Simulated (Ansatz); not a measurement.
# Lattice dynamics of BeSi2 (built on the sites of a database entry of CaSi2), part 2 of 2

How does BeSi2 (built on the sites of a database entry of CaSi2) vibrate, and is this structure a minimum?

Ansatz 0.2.0; DFT PBEsol, scalar-relativistic, plane waves, PAW.

So far. Step 4 (Tight relaxation): The largest force component left is 0.023 meV/Å and the pressure is -0.003 GPa, within the tolerances set. The cell now holds 12.36 Å³/atom. The relaxed cell has a = 2.782, c = 5.533 Å (conventional setting).

The structure was built from a prototype and need not be the compound's stable phase.

### 5. Zone-centre response

The zone centre comes first: it holds the modes that light can see, as far as symmetry allows. No field response is asked, since the mesh shows no gap.

Input file input.yaml:

```yaml
crystal:
  lattice:
    - [2.7820321755, 0.0, 0.0]
    - [-1.3910160877, 2.4093105381, 0.0]
    - [0.0, 0.0, 5.5325386777]
  atoms:
    - { symbol: Be, position: [0.0, 0.0, 0.0] }
    - { symbol: Si, position: [0.3333333333, 0.6666666667, 0.3184987978] }
    - { symbol: Si, position: [0.6666666667, 0.3333333333, 0.6815012022] }
kpoints:
  mp_grid: { grid: [15, 15, 8] }
hamiltonian:
  xc: pbesol
scf:
  occupations: { method: methfessel_paxton, width: 0.15 }
output:
  eigenvalues: true
phonons:
  method: dfpt
```

Run with:

```console
$ ansatz run input.yaml --threads 4 --pin off --max-ram 7168MiB --backend cpu --events-out ev --progress --plain --runs-dir out
```

Numbers of over 12 decimals in the logs are rounded to 6 here.

Output:

```text
[...]
Crystal: 3 atoms, lattice volume = 37.083 Å³
Basis set: ecut = 420 eV, 739 PW (Γ), exchange–correlation on 40×40×80 points (8 copies of the dense FFT grid, shifted against one another)
Bands: 9, of which v1, the nominal top of the filled ones, is band 5 counted from 1 (4 counted from 0)
Symmetry: 12 space group operations
k-points: 488 of 1800 (irreducible under 2 space group operations, time reversal used)
[...]
SCF iter   1: F=—  HF=-1332.162848 eV  |F-HF|=—  |Δ(HF+E_count)|=         —  Δρ=2.29e-3  dr2=1.72e-3  ethr=1.77e-3  ⟨swp⟩=5.1  Hψ=33435  notcnv=0
[...]
SCF iter   8: F=-1332.162449 eV  HF=-1332.162449 eV  |F-HF|=2.27e-13  |Δ(HF+E_count)|=  9.42e-10  S|Δr|=    0.00e0  Δρ=8.88e-8  dr2=1.80e-12  ethr=1.00e-12  ⟨swp⟩=5.9  Hψ=23401  notcnv=0
SCF 1 converged in 8 iterations: F = -1332.162449 eV  dr2 = 1.80e-12
[...]
DFPT response loops at Γ: preconditioner auto → Kerker (q_TF=auto, 2.193 Å⁻¹) (partly filled bands, converged f_vac=0.000); β = 1.00, the filter's whole step (`scf.mixing.beta` (0.50) is not read by the response loops under this deck's `scf.mixing.preconditioner`; to damp them name `kerker` or `kerker_dos`, under which they read `scf.mixing.beta`, and type it under 1.00, their step now; both keys bind the ground state too); Broyden in place of MSR1
SCF converged after 8 iterations
[...]
Free energy (F): -1332.162449 eV
[...]
Internal energy: -1332.162815 eV  (E = F + TS)
E sigma→0 (E₀):  -1332.162540 eV
Entropy (-TS):   0.000367 eV (0.122 meV/atom)
Fermi energy:    10.085833 eV
[...]
--- Band table (eV; the first three rows and the last of 488) ---
[...]
--- Phonons (Γ-DFPT): 4 representative perturbations + reference, on 488 of 1800 k-points (Σ response iterations 11) ---
  k mesh reduced under 2 symmetry operations, with k and −k counted as one. Each operation leaves every solved perturbation unchanged. A smaller set is not used because it would not reduce the number of displacements times k-points to solve
  ASR residual: 1.146e-4 → 0.000e0 eV/Å²; symmetrization residual: 4.355e-7 eV/Å²
  ASR residual per site (eV/Å²): 1.15e-4 3.64e-5 3.64e-5
  Γ frequencies (cm⁻¹): 0.00 0.00 0.00 146.89 146.89 296.74 296.74 367.74 493.19
  non-analytic LO–TO correction: not included (Born effective charges unavailable; polar crystals: no LO–TO splitting at Γ)
```

The job ended after 15 s (4 threads of Arm Neoverse V1, shared host; peak memory 0.83 GiB).

Numbers from this step:

```yaml
sum_rule_residual_before_enforcement: 1.15e-4 eV/Å²
point_group: -3m
highest_optical_mode_at_the_zone_centre_no_lo_to_term: 493.2 cm⁻¹
lowest_optical_zone_centre_mode: 146.9 cm⁻¹
```

Patterns of degenerate modes are one choice out of their space. Modes at Γ, with each element's share of the kinetic energy:

```tsv
mode	frequency (cm⁻¹)	symmetry	Be %	Si %
1	0.0	acoustic	14	86
2	0.0	acoustic	14	86
3	0.0	acoustic	14	86
4	146.9	Eg	0	100
5	146.9	Eg	0	100
6	296.7	Eu	86	14
7	296.7	Eu	86	14
8	367.7	A1g	0	100
9	493.2	A2u	86	14
```

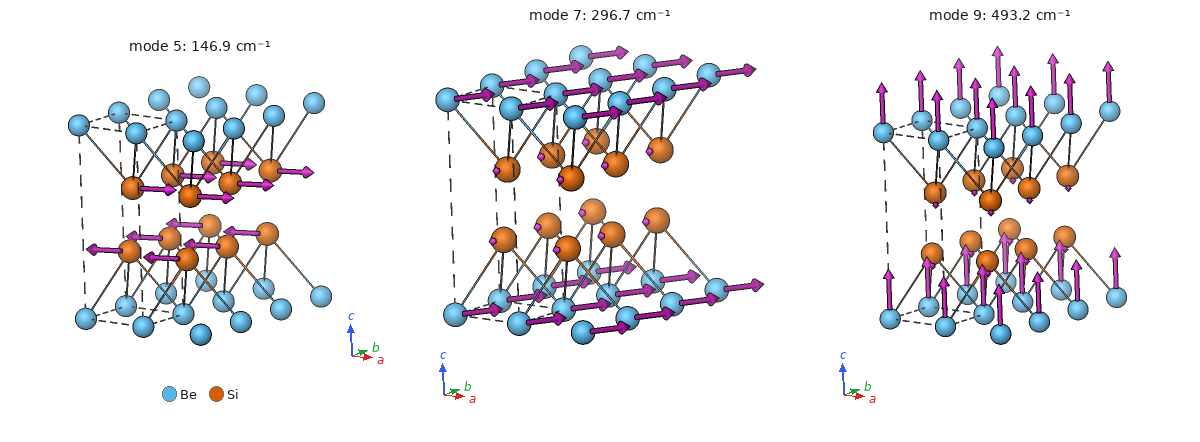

Displacement patterns of modes 5, 7 and 9 at Γ; arrows are exaggerated. Bonds to atoms that aren't drawn are left out. 2×3×1 cells are drawn. Some periodic images of atoms are drawn too.

Before it was imposed, the acoustic sum rule was missed by 1.1e-4 eV/Å². Small misses are needed for a sound result but don't prove that mesh and cutoff are converged. The lowest optical mode is real, 147 cm⁻¹.

### 6. Response at finite wavevector

Stability and thermal properties need the whole zone. Linear response on a 3×3×2 q mesh gives force constants as far as a supercell of that size would.

input.yaml: that of step 5 with these lines changed.

```diff
@@ -19 +19,9 @@
   method: dfpt
+  qmesh: [3, 3, 2]
+  temperatures: { t_max: 1000, t_step: 50 }
+  qpath:
+    path:
+      - [[0.0, 0.0, 0.0], [0.5, 0.0, 0.0], [0.33333333, 0.33333333, 0.0], [0.0, 0.0, 0.0], [0.0, 0.0, 0.5], [0.5, 0.0, 0.5], [0.33333333, 0.33333333, 0.5], [0.0, 0.0, 0.5]]
+      - [[0.5, 0.0, 0.5], [0.5, 0.0, 0.0]]
+      - [[0.33333333, 0.33333333, 0.5], [0.33333333, 0.33333333, 0.0]]
+    npoints: 10
```

Output:

```text
Warning: phonons: the dynamical matrix that this run interpolates holds no multipole term above the dipole-dipole one, and a site of this crystal is no centre of inversion, so its interpolated transverse optical and acoustic branches and sound speeds can stay off near Gamma, and the density of states and the thermodynamics with them. What a run solves at a wave vector of phonons.qpoints, Gamma apart, where the deck admits one, is free of this, and under fd what a larger phonons.supercell samples
[...]
Crystal: 3 atoms, lattice volume = 37.083 Å³
Basis set: ecut = 420 eV, 739 PW (Γ), exchange–correlation on 40×40×80 points (8 copies of the dense FFT grid, shifted against one another)
Bands: 9, of which v1, the nominal top of the filled ones, is band 5 counted from 1 (4 counted from 0)
Symmetry: 12 space group operations
k-points: 192 of 1800
[...]
SCF iter   1: F=—  HF=-1332.162850 eV  |F-HF|=—  |Δ(HF+E_count)|=         —  Δρ=2.29e-3  dr2=1.72e-3  ethr=1.77e-3  ⟨swp⟩=5.2  Hψ=13210  notcnv=0
[...]
SCF iter   8: F=-1332.162449 eV  HF=-1332.162449 eV  |F-HF|=1.36e-12  |Δ(HF+E_count)|=  8.67e-10  S|Δr|=    0.00e0  Δρ=8.58e-8  dr2=1.94e-12  ethr=1.00e-12  ⟨swp⟩=6.0  Hψ=9286  notcnv=0
SCF 1 converged in 8 iterations: F = -1332.162449 eV  dr2 = 1.94e-12
[...]
SCF iter   3: F=-1332.162449 eV  HF=-1332.162449 eV  |F-HF|=4.55e-13  |Δ(HF+E_count)|=  4.77e-12  S|Δr|=    0.00e0  Δρ=7.68e-8  dr2=1.43e-12  ethr=1.00e-12  ⟨swp⟩=1.3  Hψ=4610  notcnv=0
SCF 2 converged in 3 iterations: F = -1332.162449 eV  dr2 = 1.43e-12
phonons: the bands overlap, so this run is a metal and interpolates without the dipole-dipole term. If the crystal is really an insulator or semiconductor, its LO-TO splitting is missing
NSCF: frozen V_eff on 192 k-points
WARN: eigensolver did not converge in 13 slots of this pass, the one above among them; of largest residual over every band (k=28): 1 band(s) unlocked (lowest unlocked band 8, counted from 0; max residual 6.48e-2 eV among the unlocked bands, 6.48e-2 eV over every band); of lowest unlocked band (k=10): band 8
[...]
DFPT response loops at q = (0, 0, 0) (fractional): preconditioner auto → Kerker (q_TF=auto, 2.193 Å⁻¹) (partly filled bands, converged f_vac=0.000); β = 1.00, the filter's whole step (`scf.mixing.beta` (0.50) is not read by the response loops under this deck's `scf.mixing.preconditioner`; to damp them name `kerker` or `kerker_dos`, under which they read `scf.mixing.beta`, and type it under 1.00, their step now; both keys bind the ground state too); Broyden in place of MSR1
[...]
SCF converged after 8 iterations
[...]
Free energy (F): -1332.162449 eV
[...]
Internal energy: -1332.162815 eV  (E = F + TS)
E sigma→0 (E₀):  -1332.162540 eV
Entropy (-TS):   0.000367 eV (0.122 meV/atom)
Fermi energy:    10.085833 eV
[...]
--- Band table (eV; the first three rows and the last of 192) ---
[...]
--- Phonons (Γ-DFPT): 4 representative perturbations + reference (Σ response iterations 10) ---
  ASR residual: 1.163e-4 → 0.000e0 eV/Å²; symmetrization residual: 2.832e-8 eV/Å²
  ASR residual per site (eV/Å²): 1.16e-4 3.52e-5 3.52e-5
  Γ frequencies (cm⁻¹): 0.00 0.00 0.00 146.89 146.89 296.74 296.74 367.74 493.19
--- Phonons (arbitrary-q DFPT): 6 irreducible q on the 3×3×2 mesh ---
  q = [0.0000, 0.0000, 0.0000] (star 1, of the zone-centre solve; hermiticity 6.50e-9, symmetrization 3.82e-12): 0.00 0.00 0.00 146.89 146.89 296.74 296.74 367.74 493.19
  q = [0.0000, 0.0000, -0.5000] (star 1, 4 solved perturbations in 1360 linear systems a pass and spin channel, the states on 488 of 1800 k-point pairs; hermiticity 1.36e-8, symmetrization 4.00e-11): 40.75 40.75 110.98 110.98 208.37 218.27 267.18 267.18 495.99
  q = [0.0000, 0.3333, 0.0000] (star 6, 6 solved perturbations on 960 of 1800 k-point pairs; hermiticity 1.36e-8, symmetrization 7.71e-11): -87.89 48.82 118.48 156.80 213.43 227.42 227.60 365.55 466.15
[...]
sum rule: each row above includes the acoustic sum rule's correction from the zone centre's row sums; it moved no ω² by more than (1.87 cm⁻¹)²
  mesh force constants: q→R imaginary residual 0.00e0; ASR residual 1.163e-4 → 0.000e0 eV/Å²; symmetrization residual 1.332e-15 eV/Å²
  interpolated dispersion: 93 rows × 9 modes
  density of states and harmonic sums: on the 27×27×12 q-mesh, interpolated from the force constants of a 3×3×2 supercell (no non-analytic term)
  largest difference from the sums on the solved wave vectors: F 4.77e-2 eV, S 6.02e-5 and C_V 1.97e-5 eV/K
  zero-point energy: 0.114351 eV/cell   skipped modes (ω ≤ 0): 1250, of them read as no rigid motion or as one in doubt: 1247 (1.534e0 modes/cell left out, lowest -175.44 cm⁻¹)   left out of the sums: 1.71e-1 of the cell's modes: C_V's classical limit lies that fraction below 3 k_B per atom; for a crystal, a wire or a layer, F and S can be off by more, and a phonons.interpolated_qmesh denser along its periods is the remedy for the sampling
```

It took 2.2 min on 4 threads; peak memory 1.1 GiB; 7.6 min of CPU time.

Numbers from this step:

- sum-rule residual before enforcement: 1.16e-4 eV/Å²
- lowest frequency on the path: -175.6 cm⁻¹
- highest frequency on the path or at a solved wavevector: 496 cm⁻¹
- lowest mode on the q mesh (acoustic modes at Γ apart): -162.1 cm⁻¹

Frequencies (cm⁻¹) solved at each irreducible wavevector; negative means imaginary. Frequencies by wavevector, by row:

```tsv
q in reciprocal lattice units	star	mode 1	mode 2	mode 3	mode 4	mode 5	mode 6	mode 7	mode 8	mode 9
0 0 0	1	0	0	0	146.9	146.9	296.7	296.7	367.7	493.2
0 0 -0.5	1	40.8	40.8	111	111	208.4	218.3	267.2	267.2	496
0 0.3333 0	6	-87.9	48.8	118.5	156.8	213.4	227.4	227.6	365.6	466.1
0 0.3333 -0.5	6	-129.7	-39.5	99.8	132.6	236.7	252.7	297.5	324.9	474.5
0.3333 0.3333 0	2	-162.1	-162.1	68.6	269.4	269.4	272.2	299.5	299.5	452.1
0.3333 0.3333 -0.5	2	34.3	34.3	156	165.7	165.7	217.5	342.7	342.7	465.1
```

Interpolated from a 3×3×2 q mesh, rough between the solved points. The phonon branches at the labelled points (cm⁻¹):

```tsv
point	branch 1	branch 2	branch 3	branch 4	branch 5	branch 6	branch 7	branch 8	branch 9
Γ	0	0	0	147	147	297	297	368	493
M	-164	96	114	197	201	225	285	333	458
K	-162	-162	69	269	269	272	300	300	452
Γ	0	0	0	147	147	297	297	368	493
A	41	41	111	111	208	218	267	267	496
L	-102	-58	143	180	185	248	310	336	470
H	34	34	156	166	166	218	343	343	465
A	41	41	111	111	208	218	267	267	496
jump to L	-102	-58	143	180	185	248	310	336	470
M	-164	96	114	197	201	225	285	333	458
jump to H	34	34	156	166	166	218	343	343	465
K	-162	-162	69	269	269	272	300	300	452
```

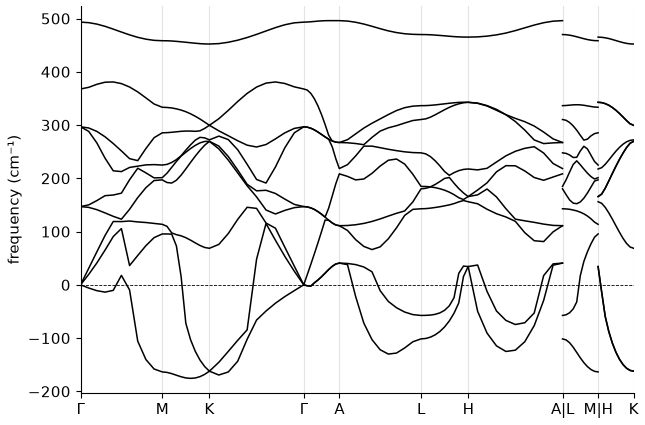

Phonon branches along the path.

The phonon density of states has structure finer than the step of the table below, so its rows give means over 50 cm⁻¹, whole bins alone (the curve runs from -175 to 495 cm⁻¹). Peaks (cm⁻¹: height): -55.0: 0.0157, 135.0: 0.0330, 175.0: 0.0216, 255.0: 0.0323, 335.0: 0.0333, 465.0: 0.0427.

Tetrahedra on a 27×27×12 mesh, mean over bins of 10 cm-1. Interpolated from a 3×3×2 q mesh, rough between the solved points. Phonon density of states against wavenumber; means over each step:

```tsv
wavenumber (cm⁻¹)	phonon density of states (1/cm⁻¹/cell)
-150	0.00810
-100	0.00906
-50	0.0110
0	0.00472
50	0.00651
100	0.0149
150	0.0218
200	0.0226
250	0.0290
300	0.0141
350	0.0174
400	7.6e-4
450	0.0137
```

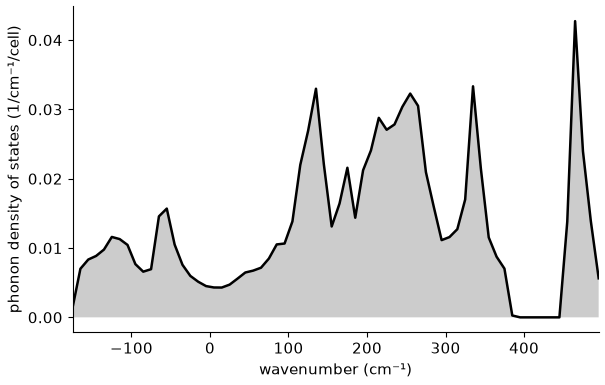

Phonon density of states, plotted against wavenumber.

The partial phonon density of states has structure finer than the step of the table below, so its rows give means over 25 cm⁻¹, whole bins alone (the curve runs from -185 to 521 cm⁻¹). Peaks (cm⁻¹: height): Be -118.1: 0.00581, 259.1: 0.0145, 334.5: 0.00882, 467.6: 0.0322; Si -56.0: 0.0120, 130.4: 0.0290, 214.7: 0.0206, 339.0: 0.0206, 467.6: 0.00524.

Phonopy on the run's constants, 21x21x11 mesh, Gaussian sigma 5.0 cm-1. Interpolated from a 3×3×2 q mesh, rough between the solved points. The partial phonon density of states by wavenumber; means over each step; values in 1/cm⁻¹/cell:

```tsv
wavenumber (cm⁻¹)	Be	Si
-150	0.00425	0.00442
-125	0.00524	0.00563
-100	0.00419	0.00473
-75	0.00325	0.00639
-50	0.00364	0.00972
-25	0.00166	0.00458
0	5.2e-4	0.00140
25	0.00121	0.00332
50	0.00193	0.00583
75	0.00167	0.00721
100	0.00174	0.0116
125	0.00205	0.0247
150	0.00156	0.0181
175	0.00151	0.0164
200	0.00380	0.0184
225	0.00817	0.0196
250	0.0129	0.0176
275	0.00949	0.0130
300	0.00372	0.00845
325	0.00608	0.0141
350	0.00498	0.0126
375	0.00141	0.00433
400	1.9e-5	6.7e-5
425	2.9e-6	3.6e-7
450	0.00893	0.00145
475	0.0217	0.00402
500	0.00302	8.8e-4
```

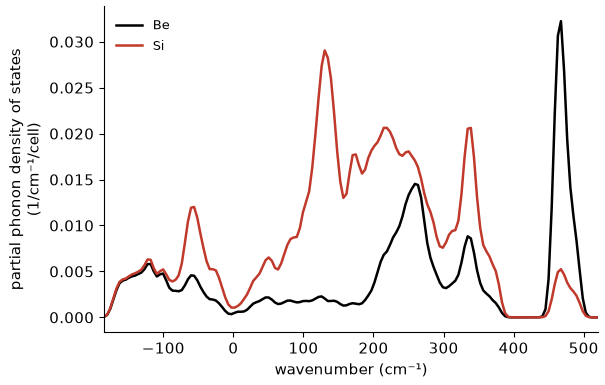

Partial phonon density of states against wavenumber.

Symmetry leaves 6 wavevectors to solve. The lowest mode among them, the acoustic zeros apart, lies at q = (0.333, 0.333, 0) and is imaginary, 162.1i cm⁻¹, so the energy falls along it. Between them the interpolated path dips to 176i cm⁻¹.

### 7. Another isotope

An isotope changes the mass and not the force constants, so no new electronic calculation is needed; the shifts show which modes move this element.

The same force constants with the mass of Si changed from 28.085 to 29.974 u (phonopy, no LO-TO term). Both lists are sorted by frequency; levels can cross, so a row need not hold one and the same mode. Modes under 3 cm⁻¹ are left out. Isotope shifts, by row:

```tsv
q	rank	natural mass (cm⁻¹)	changed mass (cm⁻¹)
0 0 0	4	146.9	142.2
0 0 0	5	146.9	142.2
0 0 0	6	296.7	295.4
0 0 0	7	296.7	295.4
0 0 0	8	367.7	356
0 0 0	9	493.2	491
0 0 -0.5	1	40.75	39.66
0 0 -0.5	2	40.75	39.66
0 0 -0.5	3	111	107.4
0 0 -0.5	4	111	107.4
0 0 -0.5	5	208.4	201.7
0 0 -0.5	6	218.3	213.4
0 0 -0.5	7	267.2	265.7
0 0 -0.5	8	267.2	265.7
0 0 -0.5	9	496	491.1
0 0.3333 0	1	-87.89	-86.63
0 0.3333 0	2	48.81	47.54
0 0.3333 0	3	118.5	114.8
0 0.3333 0	4	156.8	152.4
0 0.3333 0	5	213.4	207.5
0 0.3333 0	6	227.4	220.7
0 0.3333 0	7	227.6	225.8
0 0.3333 0	8	365.6	357.1
0 0.3333 0	9	466.1	463.8
0 0.3333 -0.5	1	-129.7	-127.6
0 0.3333 -0.5	2	-39.55	-38.53
0 0.3333 -0.5	3	99.81	97.01
0 0.3333 -0.5	4	132.6	128.4
0 0.3333 -0.5	5	236.7	229.6
0 0.3333 -0.5	6	252.7	251
0 0.3333 -0.5	7	297.5	289.1
0 0.3333 -0.5	8	324.9	318
0 0.3333 -0.5	9	474.5	472.2
```

A mode of this element alone would shift by -3.20 %. The highest zone-centre frequency without the field goes from 493.2 to 491.0 cm⁻¹ (-0.4 %). The product of the frequency ratios over all optical modes at Γ is 0.895; the product rule, (m/m′)^(3k/2) (M′/M)^(3/2) with k = 2 such atoms and M the mass of the cell, gives 0.895.

### 8. Outcome

```
space group after relaxation (within 0.01 Å)            : P-3m1
volume per atom                                         : 12.4 Å³
electronic character                                    : no gap on this mesh
highest optical mode at the zone centre (no LO-TO term) : 493 cm⁻¹
lowest optical zone-centre mode                         : 147 cm⁻¹
lowest mode on the q mesh (acoustic modes at Γ apart)   : -162 cm⁻¹
highest frequency on the path or at a solved wavevector : 496 cm⁻¹
imaginary modes on the 3×3×2 q mesh                     : yes
```

What this shows: Modes are clearly imaginary (beyond 10i cm⁻¹) at 3 of the 6 irreducible wavevectors, most at q = (0.333, 0.333, 0) (162.1i cm⁻¹), so this structure is not a minimum of the energy. The optical modes at Γ span 147 to 493 cm⁻¹. The highest mode in this list at Γ, 493.2 cm⁻¹, is mostly motion of Be (86 % of the kinetic energy). The q mesh stands for a supercell only 8.3 Å across, so branches between the solved wavevectors are rough. With no gap, or one that is small against the smearing, the frequencies hang on the k mesh and the smearing, most of all near Kohn anomalies. A phonon run warned that its eigensolver left some bands unconverged in a pass. The starting cell was built on a prototype and not taken from a measurement, so the phase need not exist. These are harmonic frequencies at zero temperature: anharmonic shifts, linewidths and thermal expansion are left out.

[Logs are printed without paths, hosts, clocks, repeated set-up lines and the standing remarks that a program may print on its own settings, such as how far it seeks lower states.]

[Hosts, paths, dates, database ids (printed as entryN), source tags and the programs' standing remarks are cut or masked in the printed files.]
